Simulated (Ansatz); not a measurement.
A series of calculations on BH3O and related structures

**1. Relaxation**

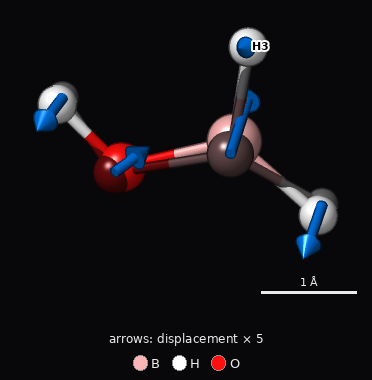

A relaxation of BH$_{3}$O. The starting structure is drawn faded, the final one solid; blue arrows show the displacements, 5 times their true length. The two geometries are superimposed by the best rigid fit.

The picture is a ball-and-stick view, seen at a tilt.

It is one of the separated products of a reaction.

The calculation used RKS PBE0-D4/def2-TZVP (Ansatz 0.2.0).

Input
```yaml
crystal:
  periodic: [false, false, false]
  atoms:
    - {symbol: B, position_ang: [-0.338301, -0.628466, -0.075363]}
    - {symbol: H, position_ang: [-1.475751, -0.569407, -0.507853]}
    - {symbol: H, position_ang: [-0.248677, -1.196922, 1.000541]}
    - {symbol: O, position_ang: [0.640073, -0.981987, -1.063220]}
    - {symbol: H, position_ang: [1.306325, -1.565152, -0.703551]}
basis:
  gaussian: {orbitals: def2-TZVP}
hamiltonian: {xc: pbe0, dispersion: d4}
relax: {f_tol: 0.005, max_steps: 200}
```

Command:
```bash
ansatz run in.yaml --threads 2 --pin off --events-out ev --progress --plain --max-ram 4352MiB
```

### Describe the change and its energy.

Over 7 geometry steps the energy falls by 16.8 kcal/mol. The largest force component goes from 3.9 to 0.00084 eV/Å. The atom that moves furthest after the best rigid fit is B1 (0.26 Å). By element the largest moves are B 0.26 Å, H 0.17 Å, O 0.11 Å. Some distances before and after: B1–O4 1.435 → 1.348 Å, B1–H2 1.218 → 1.196 Å, O4–H5 0.956 → 0.961 Å. Among the angles between lasting bonds that change: H2–B1–H3 113.8° → 122.6°, H3–B1–O4 116.3° → 120.6°, H2–B1–O4 113.8° → 116.8°.

**2. Relaxation**

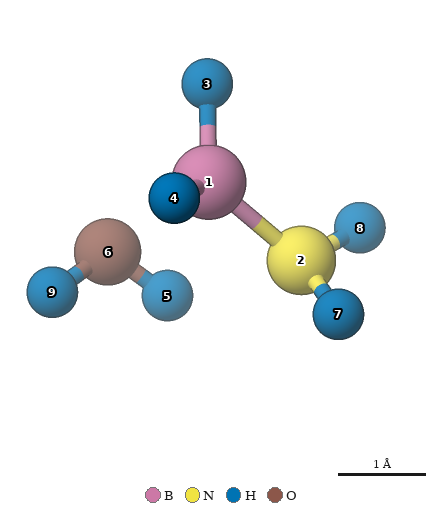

Starting structure of BNH6O (started from a transition state, displaced along its imaginary mode). Style: ball-and-stick. Shown at a tilt.

The calculation used RKS PBE0-D4/def2-TZVP (Ansatz).

The input:
```yaml
crystal:
  periodic: [false, false, false]
  atoms:
    - {symbol: B, position_ang: [-0.462048, -0.466057, 0.258162]}
    - {symbol: N, position_ang: [-0.110683, 0.966355, 0.461570]}
    - {symbol: H, position_ang: [-1.573234, -0.739337, -0.123071]}
    - {symbol: H, position_ang: [0.069003, -1.269725, 0.998389]}
    - {symbol: H, position_ang: [0.693770, 0.273380, -0.902490]}
    - {symbol: O, position_ang: [0.504294, -0.526322, -1.186467]}
    - {symbol: H, position_ang: [0.434342, 1.214387, 1.266441]}
    - {symbol: H, position_ang: [-0.823115, 1.653252, 0.280070]}
    - {symbol: H, position_ang: [1.267771, -1.105834, -1.052504]}
basis:
  gaussian: {orbitals: def2-TZVP}
hamiltonian: {xc: pbe0, dispersion: d4}
relax: {f_tol: 0.005, max_steps: 200}
```

Launched with:
```bash
ansatz run in.yaml --threads 2 --pin off --events-out ev --progress --plain --max-ram 4352MiB
```

Where does the relaxation end?

The largest move after the best rigid fit is that of H3, 1.78 Å. Largest moves by element: H 1.78 Å, O 1.42 Å, B 0.94 Å, N 0.49 Å. Some distances before and after: B1–O6 1.739 → 3.703 Å, B1–N2 1.489 → 1.382 Å, H5–O6 0.870 → 0.961 Å, N2–H7 1.003 → 1.012 Å. Bond angles that change, for instance: H3–B1–H4 116.5° → 121.3°, H5–O6–H9 109.5° → 105.0°, B1–N2–H7 118.4° → 122.5°. Over 67 accepted moves (84 points after the start) the energy falls by 20.8 kcal/mol. The largest force component goes from 7.9 to 0.0033 eV/Å. The line search rejected the trial steps at points 8, 10, 17, 19, 23, 27, 30, 37 and more of the run. The forces were under the threshold at step 42, but the run went on from there.

Final geometry:

```xyz
9

B    -1.2223   -0.4276    0.8095
N    -0.5386    0.7442    0.5485
H    -2.1872   -0.4107    1.5200
H    -0.8304   -1.4485    0.3135
H     1.3139   -0.3603   -1.9961
O     1.7818    0.0949   -1.2911
H     0.2803    0.7756   -0.0454
H    -0.8124    1.6333    0.9311
H     2.2149   -0.6008   -0.7897
```

After the run, drawn alike:

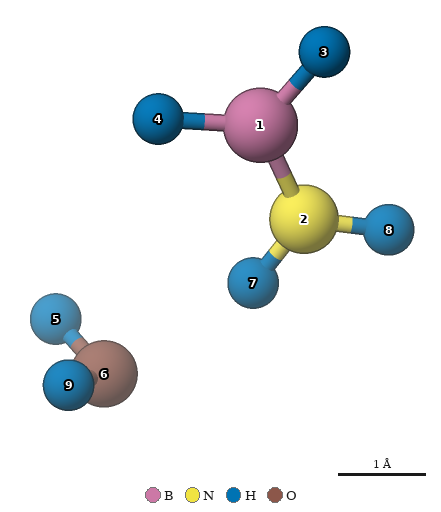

**3. Reaction**

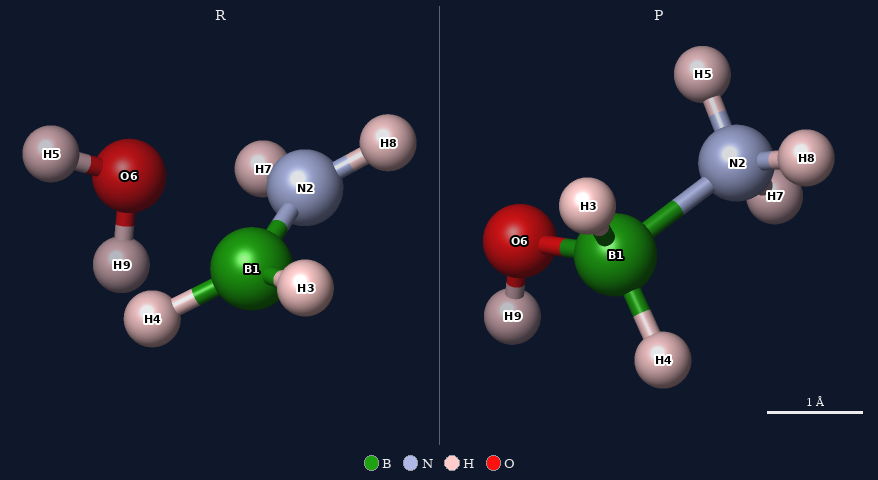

Reactant (R) and product (P) of one elementary step of BNH₆O. Style: ball-and-stick. Shown from a free direction.

Stationary points at PBE0-D4/def2-TZVP, single-point energies with B2PLYP, B3LYP-D4, SPW92 (LDA), BLYP-D4, CCSD(T)/CBS, r2SCAN-D4 (def2-TZVPP where no basis is named; Ansatz 0.2.0). The energies are electronic, without zero-point or thermal terms, and both ends are the minima reached downhill from the saddle, with any fragments still in contact. CCSD(T)/CBS stands for a frozen-core estimate: MP2 correlation extrapolated from def2-TZVPP and def2-QZVPP, CCSD(T) minus MP2 from the smaller set.

R:
```xyz
9

B    -1.2326   -0.4382    0.7880
N    -0.5422    0.7359    0.5562
H    -2.2052   -0.4310    1.4880
H    -0.8385   -1.4511    0.2776
H     1.3347   -0.3281   -1.9879
O     1.7963    0.1124   -1.2695
H     0.2833    0.7753   -0.0280
H    -0.8173    1.6187    0.9520
H     2.2216   -0.5939   -0.7763
```

P:
```xyz
9

B    -0.3073   -0.6470   -0.0452
N    -0.0657    0.9871    0.2590
H    -1.4566   -0.6606   -0.4494
H    -0.1622   -1.1722    1.0465
H    -0.1134    1.4834   -0.6257
O     0.6634   -0.9850   -1.0460
H     0.8499    1.1561    0.6636
H    -0.7753    1.3592    0.8820
H     1.3673   -1.5208   -0.6846
```

What is the transition state like, and how high is the barrier?

Answer. Counted by bonded pieces, R holds BH₄N + H₂O and P holds BH₆NO. From R over the saddle to P, bonds form: B1–O6 (3.70 → 1.62 → 1.43 Å), N2–H5 (3.34 → 1.37 → 1.02 Å). A bond breaks: H5–O6 (0.96 → 1.17 → 2.62 Å). Bonds that stay but change much: B1–N2 (1.38 → 1.56 → 1.68 Å). The saddle has one imaginary mode, 1185i cm⁻¹. With B2PLYP the barrier is 18.6 kcal/mol from R and 24.7 kcal/mol from P, and P lies 6.1 kcal/mol below R.

| level | barrier from R (kcal/mol) | barrier from P (kcal/mol) | P less R (kcal/mol) |
| --- | --- | --- | --- |
| B2PLYP | 18.6 | 24.7 | −6.1 |
| B3LYP-D4 | 18.6 | 24.4 | −5.7 |
| SPW92 (LDA) | 2.9 | 16.3 | −13.4 |
| BLYP-D4 | 17.9 | 22.6 | −4.7 |
| CCSD(T)/CBS | 18.0 | 25.2 | −7.2 |
| r2SCAN-D4 | 13.9 | 22.6 | −8.7 |

Against CCSD(T)/CBS, BLYP-D4 comes closest on the barrier from R (−0.1 kcal/mol) and SPW92 (LDA) misses most (−15.1 kcal/mol).

Saddle geometry:

```xyz
9

B    -0.4246   -0.5429    0.1799
N    -0.0624    0.9611    0.3888
H    -1.5714   -0.7380   -0.1192
H     0.0617   -1.2721    1.0090
H     0.6008    0.4769   -0.7026
O     0.4761   -0.5859   -1.1639
H     0.4626    1.2011    1.2168
H    -0.7988    1.6364    0.2440
H     1.2560   -1.1366   -1.0527
```

The saddle point in the same view, with dashed sticks for the bonds that form or break:

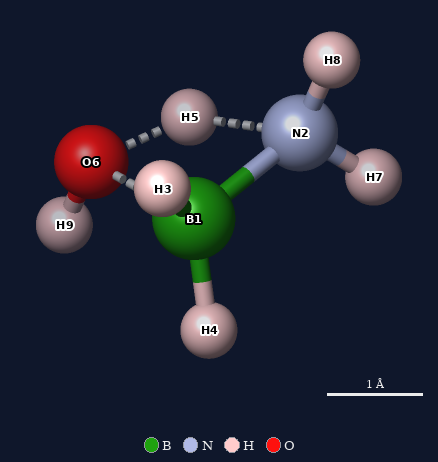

**4. Reaction**

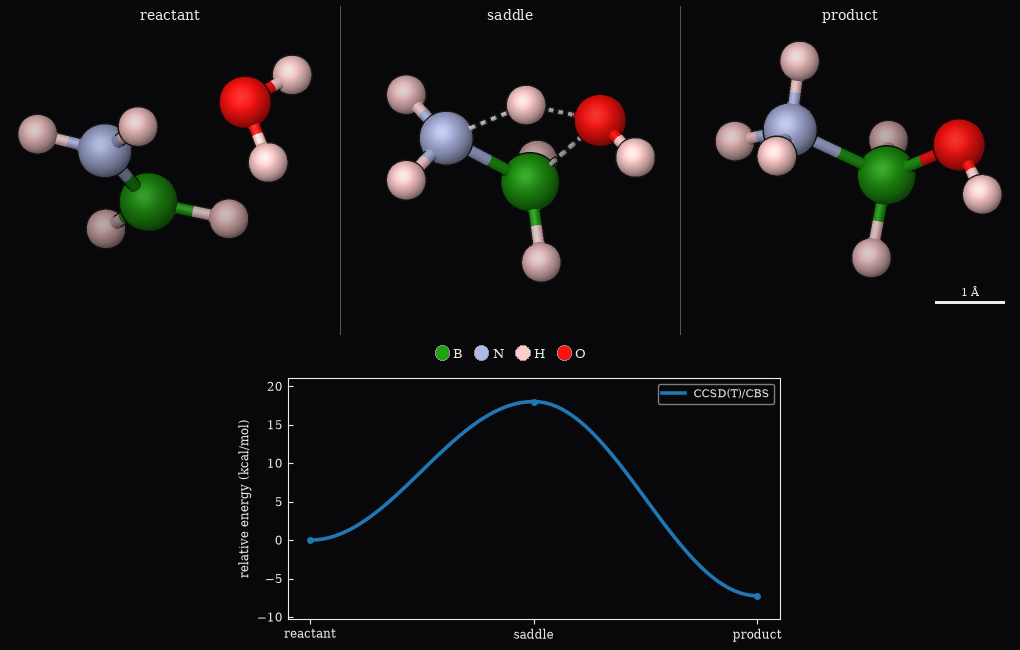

A reaction step of BNH6O, with its energy diagram. Style: ball-and-stick. Shown from a free direction. Dashed sticks mark bonds that form or break.

Stationary points at PBE0-D4/def2-TZVP, single-point energies with CCSD(T)/CBS (def2-TZVPP where no basis is named; Ansatz 0.2.0). The energies are electronic, without zero-point or thermal terms, and both ends are the minima reached downhill from the saddle, with any fragments still in contact. CCSD(T)/CBS stands for a frozen-core estimate: MP2 correlation extrapolated from def2-TZVPP and def2-QZVPP, CCSD(T) minus MP2 from the smaller set.

Question: Describe the step and its energetics.

Answer: Counted by bonded pieces, the reactant holds BH₄N + H₂O and the product holds BH₆NO. From the reactant over the saddle to the product, bonds form: B–O (3.70 → 1.62 → 1.43 Å), H–N (3.34 → 1.37 → 1.02 Å). A bond breaks: H–O (0.96 → 1.17 → 2.62 Å). Bonds that stay but change much: B–N (1.38 → 1.56 → 1.68 Å). The saddle has one imaginary mode, 1185i cm⁻¹. With CCSD(T)/CBS the barrier is 18.0 kcal/mol from the reactant and 25.2 kcal/mol from the product, and the product lies 7.2 kcal/mol below the reactant.

**5. Path**

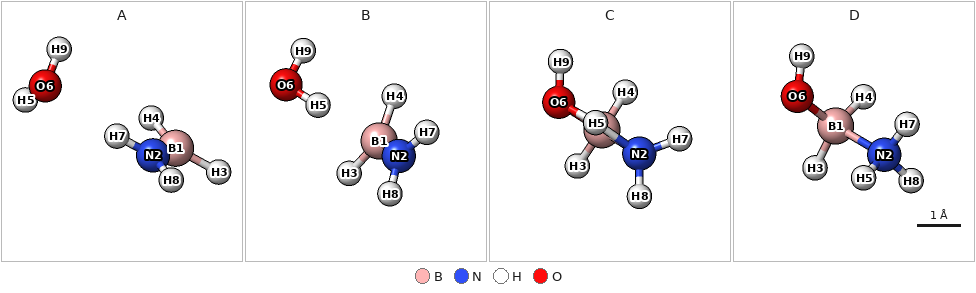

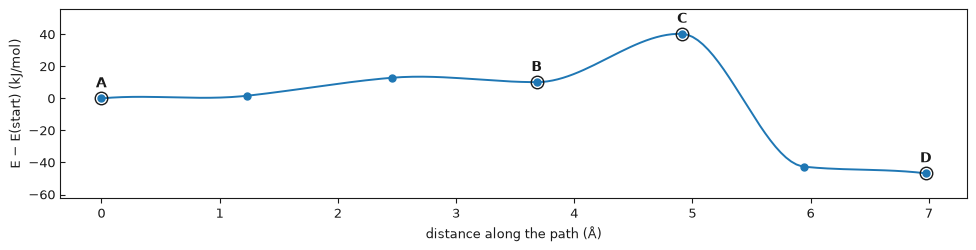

A search for the minimum-energy path of BNH$_{6}$O by the nudged elastic band. Images are numbered from 0 (start) to 6 (end). Frames A to D are images 0, 3, 4, 6. Style: ball-and-stick. Shown from a free direction.

Theory: Ansatz 0.2.0, RKS PBE0-D4/def2-SVP.

Input file:
```yaml
crystal:
  periodic: [false, false, false]
  atoms:
    - {symbol: B, position_ang: [-1.104663, -0.320525, 1.004593]}
    - {symbol: N, position_ang: [-0.530884, 0.809788, 0.455199]}
    - {symbol: H, position_ang: [-1.993588, -0.212376, 1.800943]}
    - {symbol: H, position_ang: [-0.695489, -1.398286, 0.668546]}
    - {symbol: H, position_ang: [1.131677, -0.676702, -2.025396]}
    - {symbol: O, position_ang: [1.635033, -0.072101, -1.473871]}
    - {symbol: H, position_ang: [0.221347, 0.764614, -0.220397]}
    - {symbol: H, position_ang: [-0.824972, 1.742019, 0.692184]}
    - {symbol: H, position_ang: [2.161640, -0.636331, -0.901700]}
basis:
  gaussian: {orbitals: def2-SVP}
hamiltonian: {xc: pbe0, dispersion: d4}
neb:
  images: 5
  climbing: true
  max_iterations: 40
  initial_path: idpp
  final_atoms:
    - {symbol: B, position_ang: [-0.338301, -0.628466, -0.075363]}
    - {symbol: N, position_ang: [-0.022553, 0.979870, 0.291689]}
    - {symbol: H, position_ang: [-1.475751, -0.569407, -0.507853]}
    - {symbol: H, position_ang: [-0.248677, -1.196922, 1.000541]}
    - {symbol: H, position_ang: [-0.021836, 1.507458, -0.576110]}
    - {symbol: O, position_ang: [0.640073, -0.981987, -1.063220]}
    - {symbol: H, position_ang: [0.889456, 1.087915, 0.724280]}
    - {symbol: H, position_ang: [-0.728636, 1.366790, 0.909687]}
    - {symbol: H, position_ang: [1.306325, -1.565152, -0.703551]}
```

Command:
```bash
ansatz run in.yaml --threads 2 --pin off --events-out ev --progress --plain --max-ram 4352MiB
```

Describe the mechanism and the energy profile.

The path has more than one stage, and so few images may leave a stage unresolved. Breaking: H5–O6 (0.96 → 1.16 at the top → 2.62 Å). Forming: B1–O6 (3.70 → 1.61 at the top → 1.43 Å), N2–H5 (3.34 → 1.37 at the top → 1.02 Å). The highest point, image 4, lies 40.3 kJ/mol above the start and 87.1 kJ/mol above the end; the end is at −46.8 kJ/mol relative to the start. The profile has 2 maxima (images 2, 4) with a dip at image 3 (+10.1 kJ/mol), so the process runs in steps. The band converged in 21 iterations. The largest component of the band force went from 5 to 0.039 eV/Å. The climbing image converged on the top of the path. Its curvatures weren't checked. The largest force component is 0.36 eV/Å at the start and 0.36 eV/Å at the end; an end with forces this large is no minimum, and the barrier measured from it can be far off.

Cost: 2.4 min on 2 threads of Arm Neoverse V2, with other jobs on the host.
